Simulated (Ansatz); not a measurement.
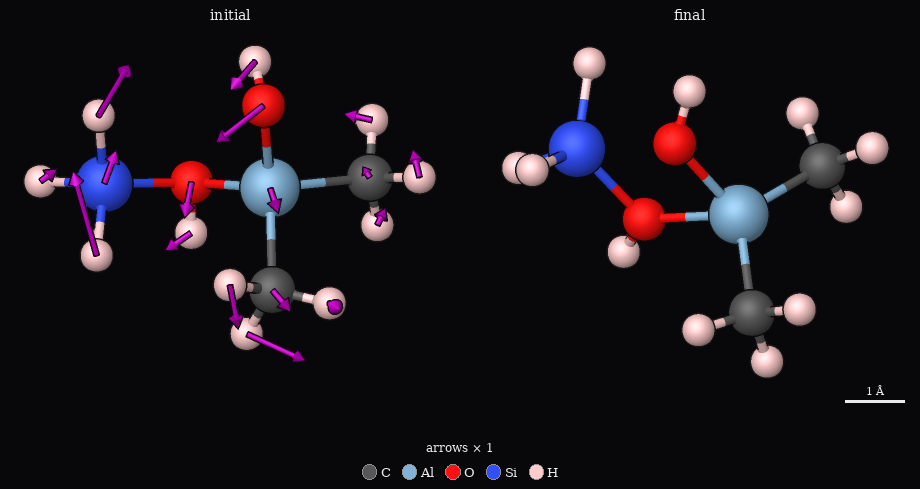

The structure of C₂H₁₁AlO₂Si (coarse preliminary run) before (left) and after (right) a relaxation, at one scale. The purple arrows give the displacements, at their true length.

A ball-and-stick model, seen at a tilt.

The start comes from a force field.

These are results of RKS PBE-D4/def2-SVP in Ansatz, not measurements. (force threshold 0.03 eV/Å; at most 200 steps)

Describe what moved and what it gained.

Answer. Over 20 accepted moves (23 points after the start) the energy falls by 40.8 kcal/mol. The largest force component goes from 3.8 to 0.029 eV/Å. The line search rejected the trial steps at points 5, 15, 18 of the run. The atom that moves furthest after the best rigid fit is an H atom (1.62 Å). Largest moves by element: H 1.62 Å, O 1.12 Å, Si 0.65 Å, C 0.52 Å, Al 0.48 Å. Some distances before and after: O–Si 3.451 → 2.063 Å, Al–O 1.847 → 1.929 Å, H–Si 1.450 → 1.532 Å, O–Si 1.744 → 1.809 Å. Among the angles between lasting bonds that change: O–Al–O 111.3° → 76.5°, Al–O–H 105.6° → 136.1°, Al–O–H 101.9° → 125.0°.
